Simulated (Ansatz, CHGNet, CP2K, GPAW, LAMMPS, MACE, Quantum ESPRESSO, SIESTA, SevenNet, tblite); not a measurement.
# Glassy 72SiO2-17Al2O3-6BaO-6ZnO (mol %) (116 atoms) in CP2K

How do the settings of CP2K change the result for glassy 72SiO2-17Al2O3-6BaO-6ZnO (mol %) (116 atoms)? A plane-wave run serves as the yardstick.

Program: CP2K 2026.2. Level of theory: the method is named at each step. Results are calculated unless marked as measured.

**1. Starting point**

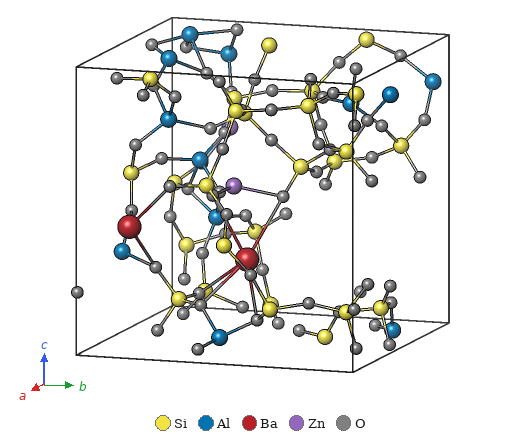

The cell as given, slightly off an axis (silicon yellow, aluminium blue, barium red, zinc purple, oxygen grey). Bonds to atoms that aren't drawn are left out. Some periodic images of atoms are drawn too.

The cell holds 116 atoms: 26 Si, 12 Al, 2 Ba, 2 Zn and 74 O. Its edges and angles: a = 12.202 Å, b = 12.202 Å, c = 12.202 Å, α = 90.0°, β = 90.0°, γ = 90.0°. 116 atoms (26 Si, 12 Al, 2 Ba, 2 Zn, 74 O) placed at random at 2.42 g/cm³, melted at 4000 K for 10 ps at fixed volume with the Morse and Coulomb pair potential with partial charges (Pedone, Malavasi, Menziani, Cormack and Segre, J. Phys. Chem. B 110, 11780 (2006)). Quenched from 4000 K to 300 K at 50 K/ps and fixed volume, held 5 ps.

The yardstick, on the same geometry:

```
method                                           : Kohn-Sham DFT, PBE, SSSP efficiency 1.3.0 pseudopotentials, plane waves (Quantum ESPRESSO 7.5); sssp-pbe-1.3.0-efficiency, cutoffs 60/480 Ry, Γ point
r.m.s. force component                           : 1.288 eV/Å
longest force                                    : 5.183 eV/Å
pressure                                         : 2.134 GPa
gap (highest filled to lowest empty level) : 2.497 eV
time                                             : 9.9 min on 4 MPI ranks of Arm Neoverse V1, shared host
CPU time                                         : 40 min
```

**2. PBE, DZVP-UZH, 800/50 Ry, diagonalisation**

Method: Kohn-Sham DFT, PBE, GTH-PBE pseudopotentials, Gaussian and plane waves, DZVP-MOLOPT (UZH set), diagonalisation.

File input.inp:

```
&GLOBAL
  PROJECT cell
  RUN_TYPE ENERGY_FORCE
  PRINT_LEVEL LOW
&END GLOBAL
&FORCE_EVAL
  METHOD QS
  STRESS_TENSOR ANALYTICAL
  &DFT
    BASIS_SET_FILE_NAME BASIS_MOLOPT_UZH
    POTENTIAL_FILE_NAME POTENTIAL_UZH
    &MGRID
      CUTOFF 800
      REL_CUTOFF 50
      NGRIDS 5
    &END MGRID
    &QS
      EPS_DEFAULT 1.0E-12
    &END QS
    &SCF
      SCF_GUESS ATOMIC
      EPS_SCF 1.0E-06
      MAX_SCF 200
      ADDED_MOS 14
      &DIAGONALIZATION
        ALGORITHM STANDARD
      &END DIAGONALIZATION
      &SMEAR ON
        METHOD FERMI_DIRAC
        ELECTRONIC_TEMPERATURE [K] 580
      &END SMEAR
      &MIXING
        METHOD BROYDEN_MIXING
        ALPHA 0.3
        NBROYDEN 8
      &END MIXING
      &PRINT
        &RESTART OFF
        &END RESTART
      &END PRINT
    &END SCF
    &XC
      &XC_FUNCTIONAL PBE
      &END XC_FUNCTIONAL
    &END XC
    &PRINT
      &MULLIKEN ON
      &END MULLIKEN
      &LOWDIN ON
      &END LOWDIN
      &MO ON
        EIGENVALUES T
        OCCUPATION_NUMBERS T
        MO_INDEX_RANGE 303 326
        &EACH
          QS_SCF 0
        &END EACH
        ADD_LAST NUMERIC
      &END MO
    &END PRINT
  &END DFT
  &SUBSYS
    &CELL
      A 12.20210 0.00000 0.00000
      B 0.00000 12.20210 0.00000
      C 0.00000 0.00000 12.20210
    &END CELL
    &TOPOLOGY
      COORD_FILE_NAME structure.xyz
      COORD_FILE_FORMAT XYZ
    &END TOPOLOGY
    &KIND Si
      BASIS_SET DZVP-MOLOPT-PBE-GTH-q4
      POTENTIAL GTH-PBE-q4
    &END KIND
    &KIND Al
      BASIS_SET DZVP-MOLOPT-PBE-GTH-q3
      POTENTIAL GTH-PBE-q3
    &END KIND
    &KIND Ba
      BASIS_SET DZVP-MOLOPT-PBE-GTH-q10
      POTENTIAL GTH-PBE-q10
    &END KIND
    &KIND Zn
      BASIS_SET DZVP-MOLOPT-PBE-GTH-q12
      POTENTIAL GTH-PBE-q12
    &END KIND
    &KIND O
      BASIS_SET DZVP-MOLOPT-PBE-GTH-q6
      POTENTIAL GTH-PBE-q6
    &END KIND
  &END SUBSYS
  &PRINT
    &FORCES ON
    &END FORCES
    &STRESS_TENSOR ON
    &END STRESS_TENSOR
  &END PRINT
&END FORCE_EVAL
```

File structure.xyz:

```xyz
116

Si 1.98589 7.85120 6.90968
Si 9.02931 5.94181 10.14531
Si 9.84160 11.53172 11.33099
Si 2.70594 3.68113 9.47249
Si 5.22238 7.48416 7.22791
Si 5.77843 8.74402 0.19780
Si 6.96899 0.60986 6.86161
Si 6.84111 10.05648 8.30048
Si 8.63518 3.28859 1.95758
Si 1.16310 1.03266 2.83479
Si 2.41138 0.93846 5.68142
Si 5.97708 5.26667 9.48921
Si 1.23168 4.08917 3.59401
Si 2.30778 10.89464 7.82191
Si 1.07452 8.94023 11.98124
Si 8.38748 8.91595 10.43182
Si 9.14901 2.21468 11.29866
Si 12.01834 6.45625 4.99713
Si 5.38601 3.31531 1.75588
Si 6.08177 11.30891 1.61751
Si 11.28011 8.22190 2.26910
Si 10.69538 11.38456 2.23933
Si 4.44388 5.81955 12.13426
Si 2.11536 6.90761 9.87150
Si 10.08821 5.01946 7.11602
Si 1.42655 4.83545 0.57862
Al 2.21029 1.54906 11.95379
Al 7.04232 2.28509 9.23919
Al 4.65449 2.84358 7.13945
Al 0.14691 2.54633 10.84083
Al 0.34776 11.62201 10.24012
Al 3.58656 10.96371 0.23343
Al 4.12358 3.38779 4.66169
Al 6.92835 12.02480 10.84108
Al 10.35714 5.68276 0.77081
Al 8.09707 0.60364 3.72420
Al 4.71892 1.49439 11.36857
Al 4.23193 9.34534 9.84941
Ba 10.66049 1.81299 5.28082
Ba 8.06046 6.09629 3.70480
Zn 6.68577 5.03556 6.51739
Zn 0.16082 2.59258 7.74296
O 5.04069 2.23372 0.66050
O 12.06251 0.00439 2.63883
O 1.18446 11.53843 8.76367
O 8.99209 2.47483 0.64940
O 10.85377 6.16499 6.09861
O 3.48260 0.30945 11.66570
O 10.83132 9.78291 2.54475
O 1.18031 7.77201 10.97030
O 9.51861 4.55968 1.93257
O 9.80878 5.62773 8.65690
O 10.82766 11.80077 10.18094
O 10.64340 2.41589 10.88159
O 3.53666 10.46550 8.84664
O 6.40439 11.80858 0.15692
[... 56 atom lines left out ...]
O 7.88085 1.11930 8.22885
O 7.63339 0.86098 5.39211
O 9.19611 7.56018 10.31993
O 2.09193 1.25669 1.56333
```

Run with:

```bash
$ OMP_NUM_THREADS=1 mpirun -np 4 cp2k.psmp -i input.inp > output.txt
```

Numbers of over 12 decimals in the logs are rounded to 6 here.

The log of the run:

```text
CP2K| version string:                                       CP2K version 2026.2
 CP2K| Input file name                                                 input.inp
 GLOBAL| Basis set file name                                    BASIS_MOLOPT_UZH
 GLOBAL| Potential file name                                       POTENTIAL_UZH
 GLOBAL| Run type                                                   ENERGY_FORCE
 GLOBAL| Total number of message passing processes                             4
 GLOBAL| Number of threads for this process                                    1
 TOTAL NUMBERS AND MAXIMUM NUMBERS
  Total number of            - Atomic kinds:                                   5
                             - Atoms:                                        116
                             - Shell sets:                                   116
                             - Shells:                                       586
                             - Primitive Cartesian functions:                546
                             - Cartesian basis functions:                   1658
                             - Spherical basis functions:                   1534
  Maximum angular momentum of- Orbital basis functions:                        3
                             - Local part of the GTH pseudopotential:          2
                             - Non-local part of the GTH pseudopotential:      4
 SCF PARAMETERS         Density guess:                                    ATOMIC
                        max_scf:                                             200
                        eps_scf:                                        1.00E-06
                        added MOs                                        14    0
                        Mixing method:                            BROYDEN_MIXING
                                                charge density mixing in g-space
                        Smear method:                                FERMI_DIRAC
                        Electronic temperature [K]:                        580.0
                        Electronic temperature [a.u.]:                  1.84E-03
                        Accuracy threshold:                             1.00E-10
 Extrapolation method: initial_guess
 Number of electrons:                                                        628
 Number of occupied orbitals:                                                314
 Number of molecular orbitals:                                               328
 Number of orbital functions:                                               1534
 Number of independent orbital functions:                                   1534
 SCF WAVEFUNCTION OPTIMIZATION
  Step     Update method      Time    Convergence         Total energy    Change
     1 NoMix/Diag. 0.30E+00    6.1     2.01244622     -1492.6292578528 -1.49E+03
     2 Broy./Diag. 0.30E+00    7.7     0.14379649     -1369.0961410709  1.24E+02
     3 Broy./Diag. 0.30E+00    7.9     0.07334499     -1470.1367574473 -1.01E+02
     4 Broy./Diag. 0.30E+00    7.9     0.01593360     -1492.8186054507 -2.27E+01
     5 Broy./Diag. 0.30E+00    7.9     0.01768750     -1489.0931847112  3.73E+00
     6 Broy./Diag. 0.30E+00    8.0     0.00206326     -1491.3244249225 -2.23E+00
     7 Broy./Diag. 0.30E+00    8.0     0.00490458     -1491.1854109054  1.39E-01
[...]
18 Broy./Diag. 0.30E+00    8.0     0.00000171     -1491.3567261143 -3.05E-05
    19 Broy./Diag. 0.30E+00    8.2     0.00000135     -1491.3566475696  7.85E-05
    20 Broy./Diag. 0.30E+00    8.1     0.00000056     -1491.3566384797  9.09E-06
  *** SCF run converged in    20 steps ***
  Electronic density on regular grids:       -627.9999999999        0.0000000001
  Core density on regular grids:              627.9999999995       -0.0000000005
  Total charge density on r-space grids:       -0.0000000004
  Total charge density g-space grids:          -0.0000000004
  Overlap energy of the core charge distribution:               1.61991e-06
  Self energy of the core charge distribution:              -3672.469674
  Core Hamiltonian energy:                                   1041.447867
  Hartree energy:                                            1473.571706
  Exchange-correlation energy:                               -333.906538
  Electronic entropic energy:                                  -5.11e-12
  Fermi energy:                                                 0.118385
  Total energy:                                             -1491.356638
  Total energy (extrapolated to T->0):                      -1491.356638
 MO| EIGENVALUES AND OCCUPATION NUMBERS
 MO|
 MO|  Index      Eigenvalue [a.u.]        Eigenvalue [eV]             Occupation
 MO|    303               0.025532               0.694762               2.000000
 MO|    304               0.026473               0.720375               2.000000
 MO|    305               0.027744               0.754951               2.000000
 MO|    306               0.029234               0.795508               2.000000
 MO|    307               0.030303               0.824589               2.000000
 MO|    308               0.032726               0.890524               2.000000
[...]
MO|    324               0.228964               6.230439               0.000000
 MO|    325               0.233995               6.367326               0.000000
 MO|    326               0.239618               6.520347               0.000000
 MO| Sum:                                                             628.000000
 MO| E(Fermi):            0.118385 a.u.          3.221430 eV
 !-----------------------------------------------------------------------------!
                     Mulliken Population Analysis
 #  Atom  Element  Kind  Atomic population                           Net charge
       1     Si       1          2.919407                              1.080593
       2     Si       1          2.975121                              1.024879
       3     Si       1          2.921319                              1.078681
       4     Si       1          2.889904                              1.110096
       5     Si       1          2.900656                              1.099344
       6     Si       1          2.926842                              1.073158
[...]
# Total charge                            628.000000                  0.000000
 !-----------------------------------------------------------------------------!
 LOWDIN POPULATION ANALYSIS
 #  Atom  Element  Kind  Atomic population                           Net charge
[...]
114     O        5          6.108209                             -0.108209
     115     O        5          5.996913                              0.003087
     116     O        5          6.090288                             -0.090288
 # Total charge                            628.000000                  0.000000
 ENERGY| Total FORCE_EVAL ( QS ) energy [hartree]          -1491.356657
 FORCES| Atomic forces [hartree/bohr]
 FORCES|   Atom     x               y               z               |f|
 FORCES|      1  3.08486078E-02 -7.19785492E-03  5.58621292E-02   6.42185580E-02
 FORCES|      2  2.22969049E-02  2.57923709E-02 -6.67001512E-02   7.49086680E-02
 FORCES|      3  2.64400009E-03  1.21010787E-02  2.80212202E-02   3.06368345E-02
 FORCES|      4 -5.99875765E-02 -2.75651300E-03  2.62408208E-02   6.55338720E-02
 FORCES|      5 -3.90064009E-02  2.04276404E-02  4.02165552E-02   5.96335402E-02
 FORCES|      6 -1.61087983E-02 -1.41539854E-02 -8.59718655E-02   8.86058144E-02
[...]
FORCES|    114  9.11620259E-03 -2.99569725E-03  6.57583314E-03   1.16327526E-02
 FORCES|    115  1.63065148E-02  1.44653981E-02  3.86071099E-03   2.21371917E-02
 FORCES|    116 -1.88132626E-03 -9.15312206E-03 -2.08757017E-02   2.28716845E-02
 FORCES| Sum     1.73995162E-03 -4.99116314E-05  9.03522177E-04
 FORCES| Total atomic force                                       1.96119227E-03
 STRESS| Analytical stress tensor [bar]
 STRESS|                        x                   y                   z
 STRESS|      x        3.11527274812E+04  -1.81905707327E+04   6.22594472506E+03
 STRESS|      y       -1.81905707327E+04   4.47997013534E+02   5.42769911613E+02
 STRESS|      z        6.22594472506E+03   5.42769911613E+02   2.60955083138E+04
 STRESS| 1/3 Trace                                             1.92320776028E+04
```

Run time: 3 min. Hardware: 4 MPI ranks of Arm Neoverse V1, shared host; peak memory 9.1 GiB; 12 min of CPU time.

Banners, paths, timers and routine set-up lines are dropped from the logs unmarked, and long logs keep their key lines alone; longer cuts are marked.

Against the reference:

```
r.m.s. force component                           : 1.25 eV/Å
r.m.s. difference of force components            : 93.74 meV/Å
longest difference of force vectors              : 356.4 meV/Å
force difference over r.m.s. force               : 7.277 %
slope of forces against the reference's          : 0.9685
correlation of force components                  : 0.9977
gap (highest filled to lowest empty level) : 2.431 eV
gap difference                                   : -0.0659 eV
pressure                                         : 1.923 GPa
pressure difference                              : -0.2105 GPa
```

Length of the force difference by element (eV/Å):

| element | atoms | mean | most |
| --- | --- | --- | --- |
| Al | 12 | 0.22 | 0.35 |
| Ba | 2 | 0.15 | 0.21 |
| O | 74 | 0.12 | 0.36 |
| Si | 26 | 0.17 | 0.32 |
| Zn | 2 | 0.060 | 0.081 |

Levels nearest the highest filled one (eV from it): -1.31, -1.29, -1.25, -1.21, -1.18, -1.12, -1.07, -1.05, -0.97, -0.91, -0.42, 0.00, 2.43, 2.81, 3.03, 3.14, 3.35, 3.53, 3.80, 3.95, 4.05, 4.22, 4.36, 4.51.

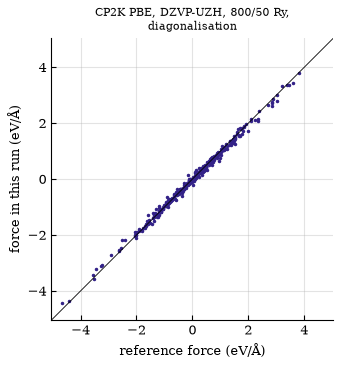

Force components against those of the reference; the line marks equality.

The surroundings of Ba39, one of the 2 Ba atoms, nearest first, numbered as they follow in the input and with coordinates relative to it.

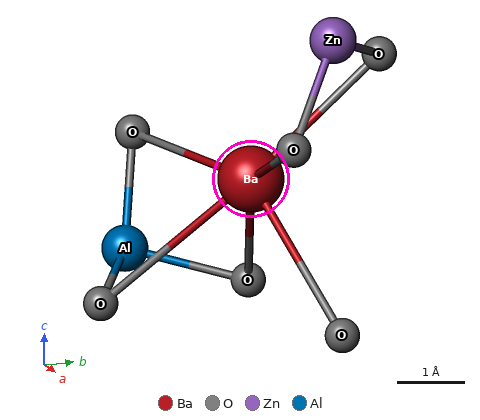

The atoms of the table, within 3.2 Å (arrows a, b, c point along x, y, z); some may hide others; the central atom is ringed.

| atom | x | y | z | distance (Å) | bonds | Mulliken charge (e) | Fx | Fy | Fz (eV/Å) |
| --- | --- | --- | --- | --- | --- | --- | --- | --- | --- |
| Ba39 | 0.00 | 0.00 | 0.00 | 0.00 | 6 | 1.46 | 0.16 | -0.10 | -0.77 |
| O63 | 0.34 | 1.91 | 1.88 | 2.70 | 3 | -0.68 | 0.01 | -1.06 | -0.70 |
| O105 | -1.86 | 0.51 | -2.00 | 2.78 | 3 | -0.86 | 0.00 | -0.45 | 0.81 |
| O88 | 2.66 | -0.12 | 1.05 | 2.86 | 3 | -0.72 | -1.77 | 0.39 | 0.43 |
| O85 | -1.03 | -2.04 | -2.01 | 3.05 | 3 | -0.74 | -1.40 | 0.66 | 1.60 |
| O59 | 2.23 | 0.77 | -1.96 | 3.07 | 3 | -0.66 | -2.09 | -0.92 | 0.71 |
| Zn42 | 1.70 | 0.78 | 2.46 | 3.09 | 3 | 0.80 | 1.84 | 0.18 | -0.20 |
| O114 | -3.03 | -0.95 | 0.11 | 3.18 | 3 | -0.79 | 0.47 | -0.15 | 0.34 |
| Al36 | -2.56 | -1.21 | -1.56 | 3.23 | 4 | 1.43 | 0.33 | 0.32 | -1.76 |

Forces lie 7.3 % from the reference's, at 0.31 times its CPU time.

(Continued in part 2 of 3.)

[Also dropped from logs without a mark: logging warnings of Python, and SIESTA's first energy breakdown and zero terms.]

[Logs are printed without paths, hosts, clocks, repeated set-up lines and the standing remarks that a program may print on its own settings, such as how far it seeks lower states.]

[Hosts, paths, dates, database ids (printed as entryN), source tags and the programs' standing remarks are cut or masked in the printed files.]
